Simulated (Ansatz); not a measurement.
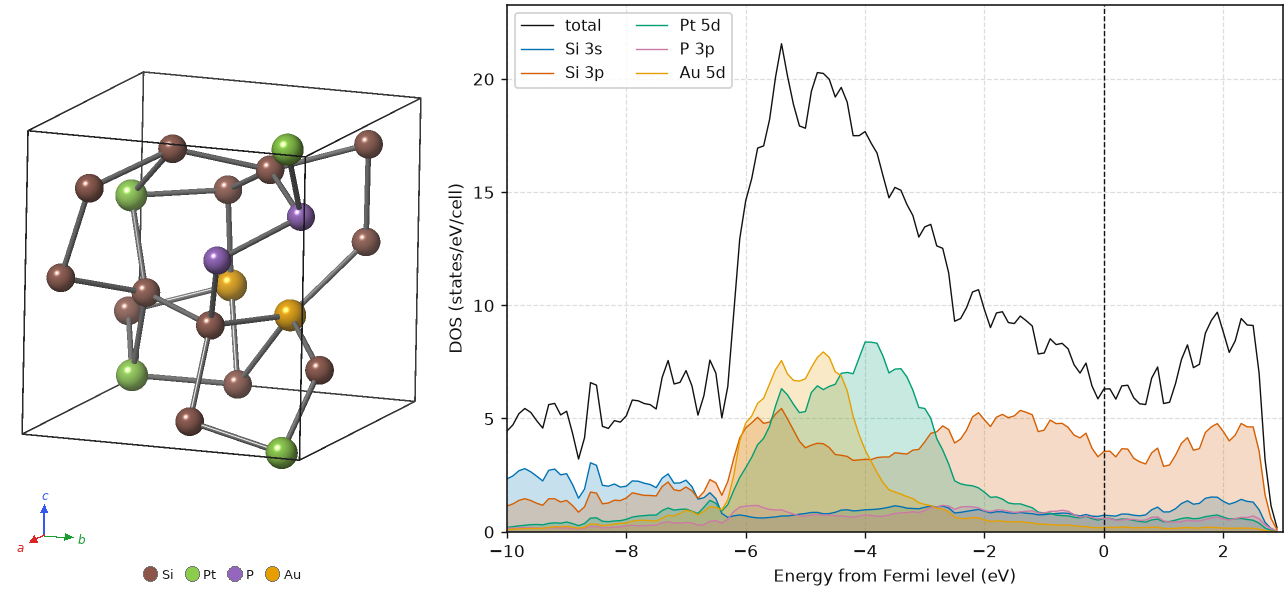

Density of states, beside the structure. Energies are counted from the Fermi level. The partial curves are projected on Löwdin-orthogonalised atomic shells.

Structure: Si$_{13}$P$_{2}$Pt$_{3}$Au$_{2}$ (amorphous cell), 20 atoms in the cell.

Ansatz; DFT PBE, scalar-relativistic, plane waves, PAW, no spin polarisation, 5×5×5 k mesh, 420 eV cutoff, Gaussian smearing of 0.1 eV.

What is the density of states at the Fermi level?

Answer. It is a metal. The density of states at the Fermi level is about 6.2 per eV and cell (mean within 0.25 eV), or 0.31 per atom.

What carries the states at the Fermi level?

Answer. By projected weight, the states within 0.3 eV of the Fermi level are Si 3p (60 %).

Where is the centre of the Pt 5d band?

Answer. Over the range shown, the centre of the Pt 5d weight lies 4.0 eV below the Fermi level, and about 90 % of the shell is filled.

The atoms aren't at rest in this cell (largest force 0.3 eV/Å), so the relaxed material can differ. Spin-orbit coupling is left out, which matters for Au and Pt.
